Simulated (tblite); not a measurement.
C$_{7}$H$_{22}$Si$_{3}$: geometry relaxation (part 2 of 2)

C$_{7}$H$_{22}$Si$_{3}$, SMILES CC(C)[C@H]([SiH3])C[C@@H]([SiH3])C[SiH3]; GFN2-xTB geometry optimisation, gas phase (tblite 0.8.0). 

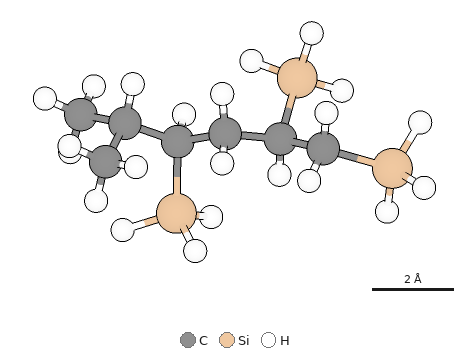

The geometry at step 260 of the log (ball-and-stick view, seen at a tilt).

### Trajectory as extended XYZ (Å, eV, eV/Å), 7 of the 12 frames kept, from step=0 to step=477
```
32
Properties=species:S:1:pos:R:3:forces:R:3 step=0 energy=-854.02708
C    -2.7106   -1.0074    1.3346   -0.6220   0.0600   0.0230
C    -2.3823    0.1806    0.4097    0.6690  -0.2140   0.3490
C    -3.5799    0.5328   -0.4464   -0.6660   0.2320  -0.1160
C    -1.0585    0.0064   -0.4163   -0.0750  -0.6170   0.7280
Si   -1.0742   -1.4326   -1.6984   -0.0160   0.0550   0.0950
C     0.1631   -0.0825    0.5564    0.1160   0.4670  -0.2140
C     1.5484    0.3318   -0.0532   -0.1320  -0.0010   0.5410
Si    1.7021    2.2520   -0.3092   -0.1660  -0.3550   0.0510
C     2.6864   -0.2477    0.8563   -0.8020   0.2860  -0.1620
Si    4.4072   -0.3865    0.1267    0.7260   0.2070  -0.5510
H    -2.9642   -1.9097    0.7659    0.1480   0.2640   0.0470
H    -1.8988   -1.2400    2.0181    0.0760   0.0510  -0.1250
H    -3.5966   -0.7635    1.9641    0.5420  -0.0690  -0.4560
H    -2.2137    1.0432    1.0729    0.0810  -0.0100  -0.0390
H    -3.9305   -0.2993   -1.0558    0.1700  -0.0200   0.0340
H    -3.3607    1.3749   -1.1042    0.0760  -0.1000  -0.0100
H    -4.4308    0.8441    0.1842    0.3620  -0.1610  -0.1350
H    -0.9599    0.8990   -1.0171    0.0910   0.5040  -0.0480
H    -1.1783   -2.7316   -0.9975    0.0350   0.2020  -0.1710
H     0.1897   -1.3957   -2.4877   -0.3930  -0.0380   0.2000
H    -2.2254   -1.2551   -2.6256    0.3630  -0.0850   0.2300
H     0.2342   -1.1079    0.9394    0.0260   0.0720  -0.1610
H    -0.0109    0.5577    1.4515   -0.0160  -0.2300  -0.5130
H     1.6393   -0.1186   -1.0487   -0.0270  -0.1410   0.1480
H     1.6476    2.9234    1.0127    0.0000  -0.1320  -0.2910
H     0.5685    2.7223   -1.1596    0.3750  -0.0980   0.2700
H     2.9812    2.5590   -0.9883   -0.3000  -0.0500   0.1400
H     2.4184   -1.2704    1.1424   -0.1920   0.0510   0.0520
H     2.7444    0.3263    1.7892   -0.1600  -0.0620  -0.1120
H     4.9793    0.9648   -0.1139   -0.1020  -0.3530   0.0490
H     4.3575   -1.1314   -1.1589    0.0120   0.1640   0.3180
H     5.2926   -1.1067    1.0720   -0.1980   0.1200  -0.1700
32
Properties=species:S:1:pos:R:3:forces:R:3 step=86 energy=-854.24601
C    -2.7947   -1.0363    1.2106    0.0060   0.0030  -0.0030
C    -2.3490    0.2061    0.4452    0.0050   0.0020   0.0000
C    -3.4654    0.6761   -0.4849    0.0020   0.0000   0.0090
C    -1.0326   -0.0033   -0.3229    0.0060  -0.0100  -0.0040
Si   -1.0371   -1.4847   -1.5289    0.0040  -0.0180  -0.0110
C     0.1621   -0.0932    0.6369    0.0040   0.0040  -0.0020
C     1.5041    0.2662   -0.0164   -0.0010   0.0100  -0.0110
Si    1.6447    2.1430   -0.3317    0.0050   0.0190   0.0000
C     2.6607   -0.2409    0.8550   -0.0160  -0.0010   0.0100
Si    4.3742   -0.2844    0.0333   -0.0140   0.0030   0.0080
H    -3.0010   -1.8548    0.5240   -0.0030   0.0040  -0.0040
H    -2.0278   -1.3565    1.9115   -0.0010  -0.0030  -0.0030
H    -3.7030   -0.8252    1.7724    0.0080  -0.0020   0.0100
H    -2.1738    1.0069    1.1777   -0.0050   0.0080  -0.0030
H    -3.7662   -0.1189   -1.1626    0.0040   0.0130   0.0030
H    -3.1380    1.5287   -1.0771   -0.0160  -0.0030   0.0090
H    -4.3361    0.9774    0.0942   -0.0130  -0.0060  -0.0030
H    -0.8927    0.9037   -0.9217    0.0000  -0.0130  -0.0050
H    -0.8357   -2.7357   -0.7906    0.0150   0.0060  -0.0090
H     0.0488   -1.3271   -2.5017   -0.0140  -0.0110  -0.0050
H    -2.2855   -1.5841   -2.2883    0.0120   0.0100   0.0110
H     0.2262   -1.1094    1.0413   -0.0110  -0.0010  -0.0040
H    -0.0027    0.5718    1.4928   -0.0030   0.0120  -0.0060
H     1.5579   -0.2630   -0.9737   -0.0090  -0.0070  -0.0100
H     1.6140    2.8260    0.9662    0.0090   0.0040  -0.0120
H     0.5377    2.6536   -1.1464    0.0140  -0.0030   0.0020
H     2.8917    2.4415   -1.0360   -0.0110   0.0000   0.0050
H     2.4274   -1.2635    1.1720    0.0020  -0.0100   0.0070
H     2.7058    0.3514    1.7726    0.0060  -0.0140   0.0210
H     4.9702    1.0503   -0.0373    0.0070   0.0060   0.0020
H     4.2615   -0.8444   -1.3158   -0.0060  -0.0060   0.0040
H     5.2393   -1.1458    0.8453    0.0140   0.0020  -0.0070
32
Properties=species:S:1:pos:R:3:forces:R:3 step=173 energy=-854.25792
C    -2.7712   -1.1037    1.1747   -0.0030   0.0000  -0.0020
C    -2.3832    0.1872    0.4586   -0.0020   0.0000   0.0060
C    -3.5202    0.6481   -0.4505    0.0070  -0.0020   0.0020
C    -1.0592    0.0659   -0.3179   -0.0050   0.0000   0.0090
Si   -0.9819   -1.4040   -1.5391   -0.0030   0.0080   0.0070
C     0.1290    0.0314    0.6497    0.0030  -0.0030   0.0080
C     1.4892    0.2622   -0.0215    0.0070  -0.0030   0.0020
Si    1.7555    2.1045   -0.4412    0.0020  -0.0010  -0.0010
C     2.6047   -0.2864    0.8773    0.0020   0.0010   0.0010
Si    4.3474   -0.3109    0.1196   -0.0040  -0.0020   0.0070
H    -2.9376   -1.9053    0.4578   -0.0030   0.0070   0.0070
H    -1.9928   -1.4144    1.8675   -0.0020  -0.0010  -0.0150
H    -3.6882   -0.9572    1.7433    0.0080  -0.0010  -0.0060
H    -2.2442    0.9640    1.2240    0.0010   0.0050   0.0000
H    -3.7241   -0.0901   -1.2215   -0.0090   0.0040   0.0020
H    -3.2646    1.5889   -0.9342   -0.0060  -0.0030  -0.0070
H    -4.4300    0.7993    0.1278    0.0040  -0.0050  -0.0040
H    -0.9676    0.9862   -0.9061   -0.0030  -0.0050   0.0010
H    -0.4672   -2.5944   -0.8558   -0.0020   0.0010  -0.0030
H    -0.1013   -1.0732   -2.6636    0.0000   0.0040  -0.0080
H    -2.2928   -1.7256   -2.1077    0.0020  -0.0040   0.0000
H     0.1455   -0.9396    1.1550   -0.0030  -0.0160  -0.0020
H    -0.0132    0.7872    1.4311   -0.0050   0.0070   0.0050
H     1.5051   -0.3215   -0.9489    0.0000   0.0040  -0.0030
H     2.0195    2.8326    0.8041    0.0030   0.0000  -0.0040
H     0.5687    2.6940   -1.0671    0.0020  -0.0010  -0.0030
H     2.8809    2.2463   -1.3653   -0.0040   0.0050  -0.0010
H     2.3475   -1.3160    1.1517    0.0050   0.0060   0.0050
H     2.6194    0.2762    1.8148    0.0020   0.0000  -0.0020
H     4.9394    1.0279    0.1142    0.0020   0.0080  -0.0030
H     4.2835   -0.8331   -1.2473   -0.0030  -0.0040  -0.0070
H     5.1887   -1.1951    0.9317    0.0090  -0.0070   0.0060
32
Properties=species:S:1:pos:R:3:forces:R:3 step=260 energy=-854.25976
C    -2.7614   -1.1414    1.1521   -0.0010   0.0000   0.0010
C    -2.3867    0.1731    0.4734   -0.0020   0.0000   0.0000
C    -3.5299    0.6450   -0.4226   -0.0010   0.0000   0.0010
C    -1.0624    0.0875   -0.3068   -0.0010  -0.0010  -0.0030
Si   -0.9745   -1.3407   -1.5759    0.0030  -0.0020  -0.0010
C     0.1279    0.0356    0.6576    0.0000  -0.0010   0.0010
C     1.4909    0.2592   -0.0103    0.0040  -0.0030   0.0020
Si    1.7581    2.0889   -0.4840    0.0020  -0.0020   0.0000
C     2.6041   -0.2532    0.9135    0.0030   0.0000   0.0010
Si    4.3407   -0.3467    0.1475   -0.0030   0.0000   0.0010
H    -2.9322   -1.9204    0.4122    0.0000   0.0010   0.0010
H    -1.9743   -1.4707    1.8256    0.0000  -0.0020  -0.0030
H    -3.6727   -1.0174    1.7346   -0.0010   0.0000   0.0010
H    -2.2556    0.9302    1.2597    0.0010   0.0000   0.0000
H    -3.7332   -0.0789   -1.2073    0.0010   0.0010   0.0010
H    -3.2843    1.5969   -0.8895    0.0000  -0.0020   0.0010
H    -4.4385    0.7771    0.1620    0.0010   0.0010   0.0000
H    -0.9820    1.0260   -0.8664   -0.0010   0.0000  -0.0030
H    -0.4047   -2.5359   -0.9461   -0.0020   0.0050  -0.0020
H    -0.1392   -0.9415   -2.7134   -0.0010  -0.0010   0.0040
H    -2.2893   -1.6935   -2.1174    0.0060   0.0030   0.0010
H     0.1369   -0.9418    1.1516   -0.0010  -0.0010   0.0040
H    -0.0076    0.7854    1.4462   -0.0020   0.0010   0.0010
H     1.5164   -0.3512   -0.9205   -0.0010  -0.0010   0.0000
H     2.0561    2.8475    0.7351   -0.0020   0.0000  -0.0020
H     0.5662    2.6754   -1.1024    0.0000   0.0010  -0.0020
H     2.8638    2.1997   -1.4358   -0.0010   0.0010   0.0000
H     2.3369   -1.2621    1.2483    0.0020   0.0030  -0.0020
H     2.6324    0.3606    1.8180    0.0000   0.0010  -0.0020
H     4.9231    0.9868   -0.0134    0.0000   0.0000   0.0010
H     4.2622   -1.0174   -1.1528    0.0020   0.0000  -0.0010
H     5.1980   -1.1306    1.0426   -0.0020  -0.0030   0.0000
32
Properties=species:S:1:pos:R:3:forces:R:3 step=303 energy=-854.26063
C    -2.7550   -1.2080    1.1096   -0.0060   0.0020  -0.0030
C    -2.3862    0.1426    0.5018    0.0060   0.0050   0.0060
C    -3.5356    0.6595   -0.3601   -0.0040  -0.0040  -0.0020
C    -1.0672    0.1079   -0.2917    0.0110  -0.0020  -0.0010
Si   -0.9614   -1.2848   -1.5963    0.0020  -0.0030  -0.0030
C     0.1301    0.0582    0.6643    0.0060  -0.0020  -0.0020
C     1.4942    0.2661   -0.0066    0.0010  -0.0020   0.0050
Si    1.7532    2.0740   -0.5620    0.0000  -0.0080   0.0040
C     2.6054   -0.1986    0.9454   -0.0010  -0.0020   0.0000
Si    4.3321   -0.3861    0.1743   -0.0010   0.0040   0.0000
H    -2.9676   -1.9355    0.3293    0.0090  -0.0030  -0.0030
H    -1.9494   -1.5918    1.7307   -0.0060   0.0070  -0.0090
H    -3.6422   -1.1076    1.7324   -0.0010  -0.0050   0.0050
H    -2.2527    0.8538    1.3287    0.0040   0.0160   0.0090
H    -3.7320   -0.0170   -1.1873   -0.0090  -0.0060  -0.0110
H    -3.3007    1.6405   -0.7684    0.0060   0.0010   0.0030
H    -4.4440    0.7472    0.2326   -0.0080  -0.0040   0.0040
H    -1.0135    1.0618   -0.8276    0.0050   0.0010   0.0040
H    -0.4219   -2.5017   -0.9824   -0.0070  -0.0050  -0.0050
H    -0.0911   -0.8711   -2.7017   -0.0050   0.0070   0.0010
H    -2.2683   -1.5963   -2.1805    0.0010  -0.0040   0.0030
H     0.1358   -0.9159    1.1656   -0.0080   0.0030   0.0020
H     0.0014    0.8145    1.4483    0.0070  -0.0020  -0.0080
H     1.5302   -0.3838   -0.8888   -0.0070   0.0060   0.0040
H     1.9487    2.9053    0.6306   -0.0040  -0.0040  -0.0030
H     0.5983    2.5943   -1.2989    0.0080  -0.0030  -0.0020
H     2.9223    2.1633   -1.4374   -0.0050  -0.0010   0.0040
H     2.3230   -1.1774    1.3502    0.0020   0.0000   0.0020
H     2.6515    0.4738    1.8063    0.0010   0.0040  -0.0080
H     4.9473    0.9159   -0.0879    0.0000   0.0010   0.0020
H     4.2219   -1.1462   -1.0738    0.0040   0.0020   0.0020
H     5.1783   -1.1255    1.1165    0.0000  -0.0010  -0.0020
32
Properties=species:S:1:pos:R:3:forces:R:3 step=390 energy=-854.27967
C    -2.7358   -1.2853    1.0551    0.0040  -0.0010  -0.0010
C    -2.3567    0.1158    0.5818   -0.0010  -0.0060   0.0010
C    -3.5162    0.7314   -0.1985    0.0000   0.0000   0.0030
C    -1.0562    0.1432   -0.2429   -0.0020  -0.0040   0.0070
Si   -1.0032   -1.1130   -1.6815    0.0010   0.0000   0.0000
C     0.1612   -0.0153    0.6738   -0.0010  -0.0010   0.0030
C     1.5155    0.1956   -0.0124   -0.0020  -0.0110   0.0030
Si    1.6578    1.9407   -0.7728   -0.0020  -0.0070  -0.0040
C     2.6368   -0.0933    0.9962    0.0010   0.0040   0.0030
Si    4.3596   -0.4155    0.2583   -0.0090  -0.0020   0.0090
H    -2.9709   -1.9259    0.2078   -0.0010   0.0050   0.0050
H    -1.9260   -1.7421    1.6184    0.0010   0.0060  -0.0040
H    -3.6104   -1.2385    1.7021    0.0070  -0.0020  -0.0080
H    -2.1941    0.7367    1.4746   -0.0040   0.0020  -0.0100
H    -3.7301    0.1537   -1.0940    0.0010  -0.0010   0.0040
H    -3.2808    1.7510   -0.4971   -0.0020   0.0020   0.0030
H    -4.4153    0.7536    0.4145   -0.0010   0.0090   0.0030
H    -0.9954    1.1484   -0.6785   -0.0010  -0.0080  -0.0010
H    -0.4993   -2.4044   -1.2042    0.0000   0.0030   0.0000
H    -0.1308   -0.6075   -2.7450    0.0020  -0.0060   0.0000
H    -2.3265   -1.3281   -2.2732    0.0040  -0.0010  -0.0050
H     0.1455   -1.0181    1.1149    0.0020   0.0020  -0.0040
H     0.0802    0.6967    1.5041    0.0020   0.0010  -0.0030
H     1.5941   -0.5443   -0.8178    0.0020  -0.0040  -0.0050
H     1.0924    2.9170    0.1637   -0.0070   0.0070   0.0100
H     0.9424    2.0137   -2.0492   -0.0020   0.0030   0.0020
H     3.0599    2.2782   -1.0147    0.0050   0.0060  -0.0010
H     2.3584   -0.9847    1.5711    0.0120   0.0100  -0.0070
H     2.6896    0.7211    1.7238    0.0000  -0.0020   0.0010
H     5.0164    0.8224   -0.1641   -0.0020  -0.0040   0.0020
H     4.2357   -1.3196   -0.8876   -0.0040  -0.0060  -0.0040
H     5.1869   -1.0519    1.2884    0.0000   0.0040  -0.0010
32
Properties=species:S:1:pos:R:3:forces:R:3 step=477 energy=-854.28232
C    -2.7299   -1.3011    1.0302   -0.0010   0.0000  -0.0010
C    -2.3489    0.1057    0.5773   -0.0020   0.0000   0.0000
C    -3.5064    0.7372   -0.1931    0.0000   0.0010   0.0000
C    -1.0472    0.1391   -0.2446   -0.0010   0.0010   0.0010
Si   -0.9899   -1.1023   -1.6954    0.0010   0.0000   0.0000
C     0.1679   -0.0276    0.6739    0.0010   0.0000   0.0010
C     1.5207    0.2171   -0.0028    0.0030   0.0010   0.0000
Si    1.6321    1.9830   -0.7210   -0.0010   0.0040   0.0000
C     2.6485   -0.0604    1.0025    0.0020   0.0000   0.0000
Si    4.3335   -0.4820    0.2329    0.0010   0.0000   0.0010
H    -2.9707   -1.9273    0.1739    0.0000   0.0010   0.0000
H    -1.9175   -1.7677    1.5814   -0.0030   0.0000   0.0020
H    -3.6014   -1.2632    1.6817    0.0010  -0.0010   0.0000
H    -2.1851    0.7145    1.4779    0.0000  -0.0010  -0.0010
H    -3.7297    0.1682   -1.0918    0.0010   0.0010   0.0020
H    -3.2629    1.7572   -0.4839   -0.0010  -0.0010  -0.0030
H    -4.4022    0.7642    0.4247    0.0010  -0.0020  -0.0010
H    -0.9850    1.1476   -0.6722    0.0030   0.0010   0.0010
H    -0.5179   -2.4072   -1.2225    0.0000   0.0000   0.0010
H    -0.0867   -0.6059   -2.7373    0.0010   0.0010  -0.0010
H    -2.3055   -1.2821   -2.3154    0.0010  -0.0020   0.0010
H     0.1630   -1.0403    1.0914   -0.0010  -0.0020   0.0000
H     0.0765    0.6648    1.5195   -0.0010   0.0000   0.0030
H     1.6137   -0.5068   -0.8210   -0.0020   0.0000  -0.0010
H     0.9857    2.9144    0.2104   -0.0010   0.0000  -0.0020
H     0.9776    2.0582   -2.0292    0.0000   0.0020   0.0000
H     3.0292    2.3882   -0.8763   -0.0010  -0.0010   0.0000
H     2.3576   -0.9141    1.6256    0.0010   0.0000  -0.0010
H     2.7456    0.7845    1.6892   -0.0020   0.0000  -0.0010
H     4.8876    0.6400   -0.5252    0.0020  -0.0030   0.0000
H     4.1710   -1.6338   -0.6589    0.0000  -0.0010  -0.0010
H     5.2613   -0.8304    1.3131   -0.0020  -0.0010  -0.0010
```

### Results in brief

```json
{"quantity": "outcome", "value": "converged"}
{"quantity": "total energy", "value": "−854.2823 eV"}
{"quantity": "wall time", "value": "9.4 s"}
{"quantity": "peak memory", "value": "1.1 GiB"}
```
